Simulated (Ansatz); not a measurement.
The starting structures come from a database of crystals and need not be the phases stable at ambient conditions.

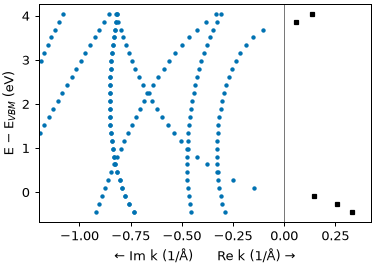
Figure. Complex bands at the centre of the two-dimensional zone; r2SCAN (Ansatz, a first-principles code)

The gap is the functional's own, uncorrected, and κ follows it; spin-orbit coupling is left out. Mid-gap means the computed energy nearest the middle.

Question: This is AlN (P6_3/mmc, 4 atoms a cell, 9.9 Å³ an atom, -5 GPa at this level) along the normal of (100). Read off the slowest decay at the centre of the two-dimensional zone at 1.89 eV, the computed energy nearest the middle of the gap.

Answer: κ ≈ 0.31 1/Å, a decay length 1/(2κ) of the density of 1.6 Å.
